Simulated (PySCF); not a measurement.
**[OF2]+ (SMILES F[O+]F): levels of theory compared**

We compute a comparison of 6 runs (U-revPBE/cc-pVTZ, U-wB97M-V/cc-pVTZ, U-wB97X/cc-pVTZ, UB3LYP/cc-pVTZ, UBHLYP/cc-pVTZ, USVWN5/cc-pVTZ) of [OF2]+. The job is set up through a Python script.

The results are computed with PySCF 2.14.0.

2 further runs of the same task are left out: 2 set aside as unsound or not needed.

## Step 1: The system as given

[OF2]+: 3 atoms, total charge +1, spin state doublet. SMILES: `F[O+]F`. The shape is that of a PBE0-D4/def2-TZVP optimisation.

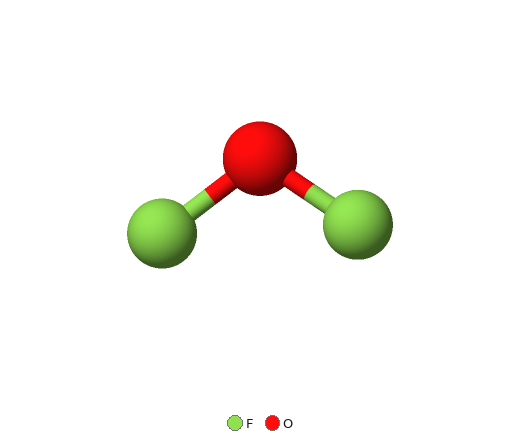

Viewed from a chosen angle; fluorine green, oxygen red.

## Step 2: The energy at U-revPBE/cc-pVTZ (run 1)

Contents of job.py:

```python
# oxygen(1+), difluoro-
from pyscf import gto, dft

molecule = gto.M(
    atom='''
F      0.920200    -0.309010     0.473410
O      0.000640     0.505210     0.055670
F     -0.920840    -0.196190    -0.529090
''',
    charge=1,
    verbose=4,
    spin=1,
    basis='cc-pvtz',
    max_memory=1860,
)

mf = dft.UKS(molecule)
mf.xc = 'revpbe'
mf.grids.level = 5
mf.conv_tol = 1e-10
mf.kernel()
if not mf.converged:
    mf = mf.newton().run(mf.mo_coeff, mf.mo_occ)

energy = mf.e_tot
print('E = %.10f Eh' % energy)
```

On the command line:

```sh
$ OMP_NUM_THREADS=1 python job.py
```

What it wrote:

```text
PySCF version 2.14.0

[INPUT] num. atoms = 3
[INPUT] num. electrons = 25
[INPUT] charge = 1
[INPUT] spin (= nelec alpha-beta = 2S) = 1
[INPUT] symmetry False subgroup None
[INPUT] Mole.unit = angstrom
[INPUT] Symbol           X                Y                Z      unit          X                Y                Z       unit  Magmom
[INPUT]  1 F      0.920200000000  -0.309010000000   0.473410000000 AA    1.738925979825  -0.583944269752   0.894615244630 Bohr   0.0
[INPUT]  2 O      0.000640000000   0.505210000000   0.055670000000 AA    0.001209424720   0.954708535392   0.105201053355 Bohr   0.0
[INPUT]  3 F     -0.920840000000  -0.196190000000  -0.529090000000 AA   -1.740135404544  -0.370745368378  -0.999835195246 Bohr   0.0

[... 43 lines left out ...]
WARN: HOMO -0.26445807627654 >= LUMO -0.264458076276537
[... 50 lines left out ...]
converged SCF energy = -274.241810306451  <S^2> = 0.75153227  2S+1 = 2.0015317
E = -274.2418103065 Eh
```

Run time: 15 s. Hardware: 1 thread of Arm Neoverse V2, shared host; peak memory 0.44 GiB.

## Step 3: The energy at U-wB97M-V/cc-pVTZ (run 2)

Contents of job.py:

```python
from pyscf import gto, dft

mol = gto.M(
    atom='F 0.920200 -0.309010 0.473410; O 0.000640 0.505210 0.055670; F -0.920840 -0.196190 -0.529090',
    verbose=3,
    spin=1,
    max_memory=1860,
    charge=1,
    basis='cc-pvtz',
)

ks = dft.UKS(mol, xc='wb97m-v')
ks.nlcgrids.level = 1
ks.conv_tol = 1e-10
ks.grids.level = 5
ks.kernel()
if not ks.converged:
    ks = ks.newton().run(ks.mo_coeff, ks.mo_occ)

etot = ks.e_tot
print('E = %.10f Eh' % etot)
```

On the command line:

```sh
$ OMP_NUM_THREADS=1 python job.py
```

What it wrote:

```text
WARN: HOMO -0.287178427739288 >= LUMO -0.28717842773929

converged SCF energy = -274.228764714985  <S^2> = 0.75310329  2S+1 = 2.0031009
E = -274.2287647150 Eh
```

Wall time 58 s (1 thread of Arm Neoverse V2, shared host); peak memory 0.49 GiB.

Runs 3 to 5 aren't shown in full; the table further down has their settings and results.

## Step 4: A single-point energy at USVWN5/cc-pVTZ (run 6)

Contents of mol.xyz:

```xyz
3
F2O
F      0.920200    -0.309010     0.473410
O      0.000640     0.505210     0.055670
F     -0.920840    -0.196190    -0.529090
```

Contents of job.py:

```python
from pyscf import gto, dft

molecule = gto.Mole()
molecule.atom = 'mol.xyz'
molecule.max_memory = 1860
molecule.spin = 1
molecule.basis = 'cc-pvtz'
molecule.charge = 1
molecule.verbose = 3
molecule.build()

mf = dft.UKS(molecule)
mf.xc = 'svwn'
mf.grids.level = 5
mf.conv_tol = 1e-10
mf.kernel()
if not mf.converged:
    mf = mf.newton().run(mf.mo_coeff, mf.mo_occ)

etot = mf.e_tot
print('E = %.10f Eh' % etot)
```

On the command line:

```sh
$ OMP_NUM_THREADS=1 python job.py
```

What it wrote:

```text
converged SCF energy = -272.53687611082  <S^2> = 0.75115698  2S+1 = 2.0011566
E = -272.5368761108 Eh
```

It took 9.9 s on 1 thread of Arm Neoverse V2, shared host; peak memory 0.28 GiB.

## Step 5: The series

| run | level | nlc grid | energy (Eh) | HOMO energy (eV) | LUMO energy (eV) | ⟨S²⟩ | wall time |
| --- | --- | --- | --- | --- | --- | --- | --- |
| 1 | U-revPBE/cc-pVTZ | – | -274.241810 | -18.74 | -17.01 | 0.752 | 15 s |
| 2 | U-wB97M-V/cc-pVTZ | 1 | -274.228765 | -23.81 | -13.53 | 0.753 | 58 s |
| 3 | U-wB97X/cc-pVTZ | – | -274.230377 | -23.92 | -13.51 | 0.753 | 23 s |
| 4 | UB3LYP/cc-pVTZ | – | -274.291665 | -21.10 | -16.42 | 0.753 | 18 s |
| 5 | UBHLYP/cc-pVTZ | – | -274.158745 | -24.10 | -14.57 | 0.757 | 19 s |
| 6 | USVWN5/cc-pVTZ | – | -272.536876 | -18.93 | -17.55 | 0.751 | 9.9 s |

## Step 6: Results

| quantity | value |
| --- | --- |
| run 6: total energy | -272.53688 Eh |
| run 6: HOMO energy (highest over α and β) | -18.93 eV |
| run 6: LUMO energy (lowest over α and β) | -17.55 eV |
| run 6: ⟨S²⟩ | 0.751 |

**Reading.** Totals of different functionals can't be ranked against each other. All runs together took 2.4 min, the longest 58 s.
